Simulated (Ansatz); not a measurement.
# FH₃Si: what the fields show

| atom | x (Å) | y (Å) | z (Å) |
| --- | --- | --- | --- |
| Si | -0.4498 | -0.0315 | 0.3702 |
| H | 0.0116 | -1.1462 | -0.8027 |
| F | 0.8534 | -0.4302 | -1.0409 |
| H | 0.4696 | 0.2664 | 1.5142 |
| H | -0.8848 | 1.3414 | -0.0405 |

A transition-state structure; geometry: PBE0-D4/def2-TZVP.

The calculation used RKS PBE0-D4/def2-TZVPP in Ansatz.

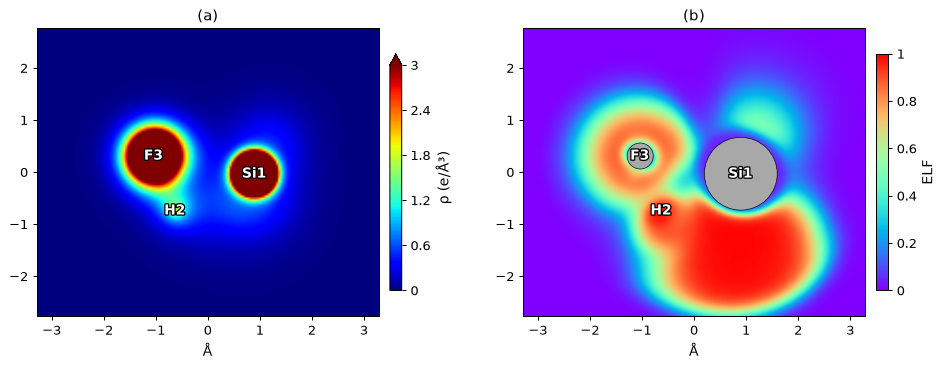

Figure 1. (a) total electron density; (b) electron localisation function on the plane of atoms Si1, H2 and F3. Grey discs cover the atomic cores in the ELF map.

Q: Interpret the plot.

A:
- The plane passes through Si, H and F nuclei.
- F3···H2 (1.13 Å): the density falls to about 1.3 e/Å³ on the way; the ELF climbs to about 0.95 towards the hydrogen, as it does in any bond to H.
- The ELF also peaks beside F3, away from the bonds: lone-pair regions.

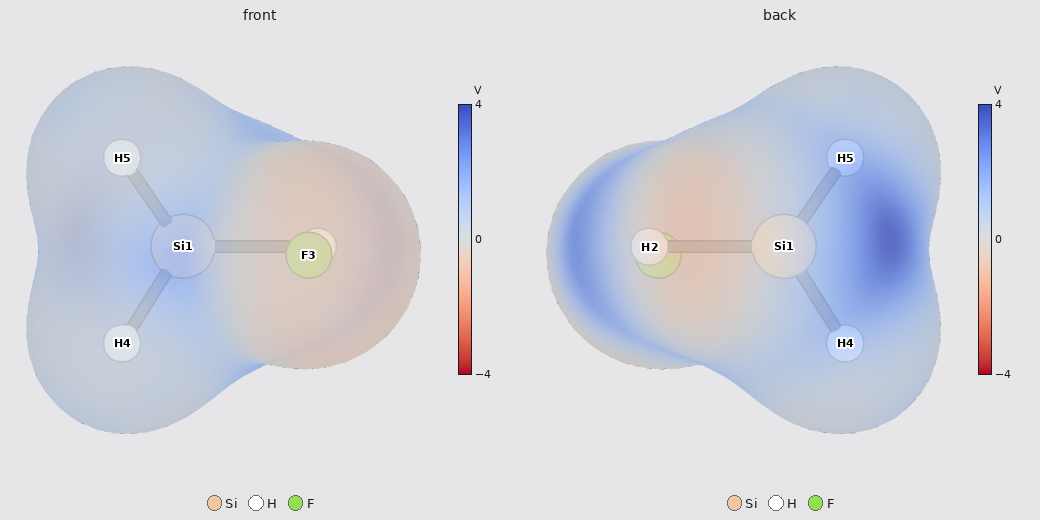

Figure 2. The molecular electrostatic potential painted on the density surface at 0.004 e/bohr³, seen from the front and from behind; red is negative and blue positive.

Q: Describe the electrostatic potential map.

A: The most negative region (about −0.7 V) lies over H2, the most positive (about +3.4 V) over Si1.

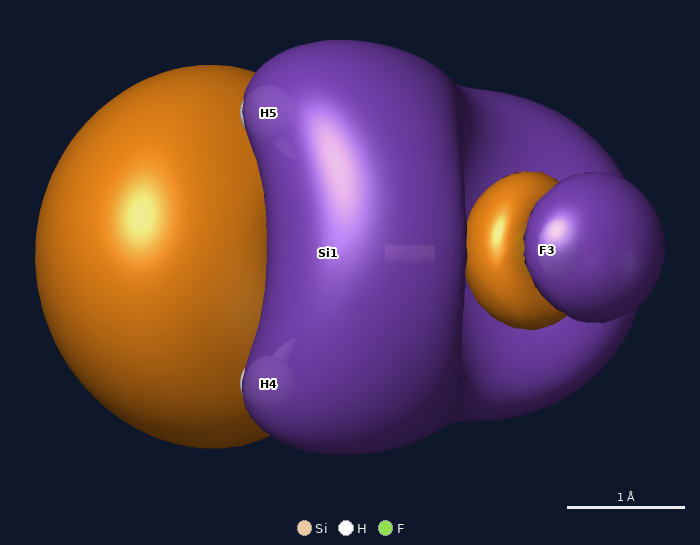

Figure 3. One frontier orbital at ±0.08 Å⁻³ᐟ² (orange and purple are the two phases), seen at a tilt.

Q: Which orbital is it: HOMO or LUMO?

A: The LUMO, at −2.00 eV. It lies mainly on Si1 (about 65 %), F3 (about 15 %) and H2 (about 10 %).
